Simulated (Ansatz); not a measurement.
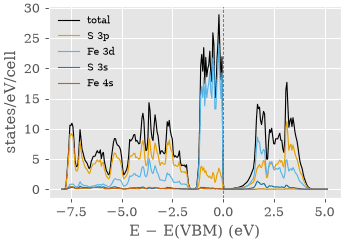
Figure: Total and projected density of states of FeS2 in space group Pa-3 (No. 205; Fe on 4a, S on 8c), the program Ansatz at the LDA level (PAW)

Q: Which orbitals carry the states next to the gap?

A: Top 1 eV of the valence band: Fe 3d 83 %, S 3p 11 %. Bottom 1 eV of the conduction band: S 3p 57 %, Fe 3d 31 %, outside the projected shells 8 %. Projections are on Löwdin-orthogonalised atomic valence shells; empty p or d shells of many metals are not among them.

The cell was relaxed with LDA under the symmetry of its start; phonons on a q-mesh show no instability. No spin polarisation was allowed.

Potentials: the later of the program's two PAW sets.
